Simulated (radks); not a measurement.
# Run report: Se⁴⁺, atomic calculation

System: Se⁴⁺ (Z = 34, 30 electrons) in the configuration [Ne] 3s2 3p5.75 3d10 4s2 4p0.25 (3p: 3 up, 2.75 down, 4p: 0.25 up, 0 down).
Method: scalar-relativistic Kohn-Sham, PBEsol, spin-polarised, spherical densities, point nucleus (the in-house radial solver radks).

### Key numbers

- outcome: converged
- total energy: −2423.0250 hartree
- kinetic energy: 2472.4996 hartree
- electron–nucleus energy: −5783.2987 hartree
- Hartree energy: 972.257331 hartree
- exchange–correlation energy: −84.483183 hartree
- radius at density 0.001 e/bohr³: 2.98 bohr
- SCF iterations: 14
- hardware: 1 thread of Intel Xeon @ 2.90GHz, 163 GiB of memory available, shared host

### Input file
```
Z 34
configuration [Ne] 3s2 3p5.75 3d10 4s2 4p0.25
relativity scalar-relativistic
functional pbe_sol,pbe_sol
spin polarised
nucleus point
c 137.035999084
```

Energies in input and log are in hartree, lengths in bohr.

Launched within a batch (the task file carries these settings):
```bash
python <driver script> task.json out
```

### Log
```
1s      1   1.0000        -461.34006381
2s      1   1.0000         -61.09437861
2p      1   3.0000         -54.01041187
3s      1   1.0000          -9.86069183
3p      1   3.0000          -7.64019763
3d      1   5.0000          -3.96510741
4s      1   1.0000          -2.31740605
4p      1   0.2500          -1.80815587
1s      2   1.0000        -461.33196114
2s      2   1.0000         -61.08871962
2p      2   3.0000         -54.00192864
3s      2   1.0000          -9.84340437
3p      2   2.7500          -7.62304200
3d      2   5.0000          -3.94974743
4s      2   1.0000          -2.30036324
4p      2   0.0000          -1.79103453
Etot -2423.024967969408
Ekin 2472.499556747838
Encl -5783.298672509132
Eh 972.2573311190005
Exc -84.48318332711403
err 3.5024327366163214e-09
it 14
```

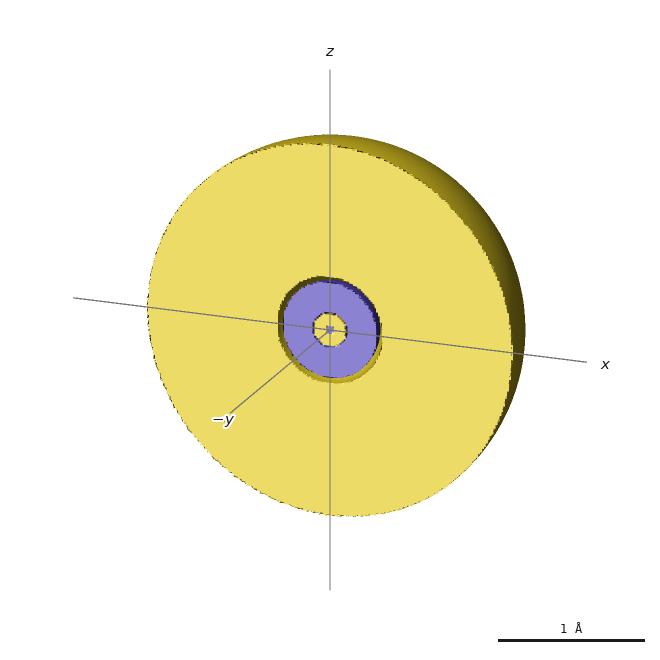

*The 4s orbital of down spin. The surface of constant |ψ| that holds about 95 % of the electron is drawn, yellow where ψ is positive and blue where it is negative, with the half in front of the xz plane cut away and the cut face painted. The radial function comes from the spherical calculation and is multiplied by a real spherical harmonic; the overall sign is chosen so that the largest lobe of P(r) is positive; at the scalar-relativistic level it is the large component.*

It has no angular node and 3 radial nodes, at r = 0.0566, 0.232 and 0.694 bohr; only the outer 2 can be made out at this scale. The outermost maximum of P² lies at 1.41 bohr, ⟨r⟩ = 1.57 bohr, 90 % of the charge lies within 2.28 bohr, and the eigenvalue is −62.6 eV, with 1 electron in the shell for this spin.

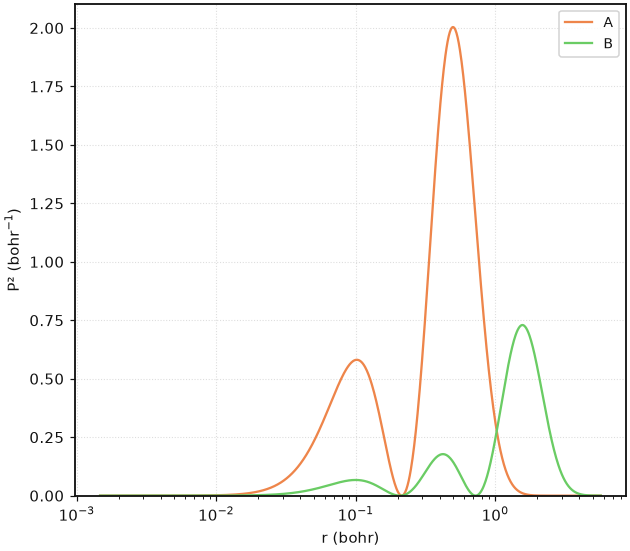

*The radial probability densities P² of 3p up and 4p up.*

A is 3p up; B is 4p up. 3p up: outer maximum at 0.500 bohr, ⟨r⟩ = 0.587 bohr, 1 node, eigenvalue −207.9 eV; 4p up: outer maximum at 1.57 bohr, ⟨r⟩ = 1.77 bohr, 2 nodes, eigenvalue −49.2 eV.

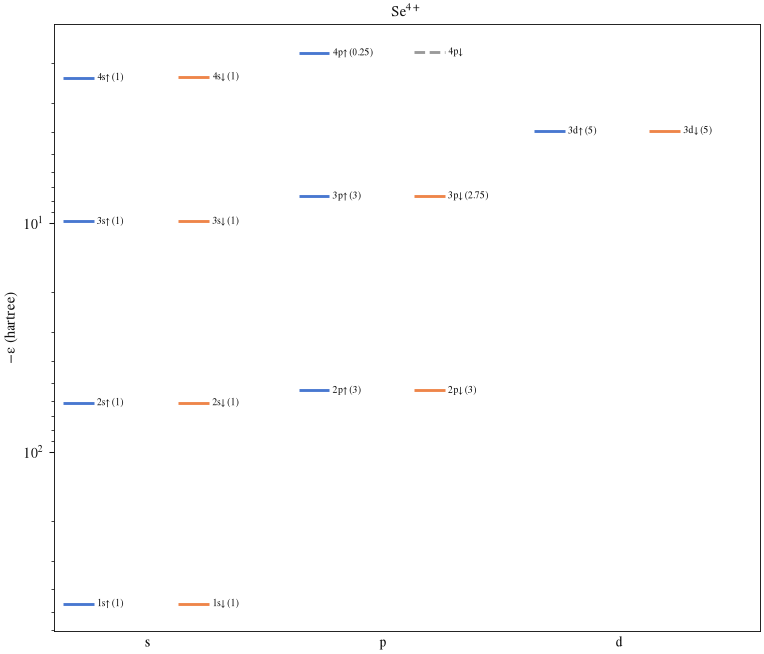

*The occupied levels and a few empty ones, on a logarithmic scale of binding energy, are drawn (occupations in brackets, up spins at the left of each column and down spins at the right, empty levels dashed).*

The highest occupied level is 4p up at −1.81 hartree. The highest 3 occupied levels, from the top down, are 4p up (−1.81 hartree), 4s down (−2.30 hartree), 4s up (−2.32 hartree). The lowest empty level drawn is 4p down at −1.79 hartree. The largest exchange splitting (down less up) among the shells drawn in both spins is that of 3s, 0.0173 hartree. The open 3p shell lies under a filled one.
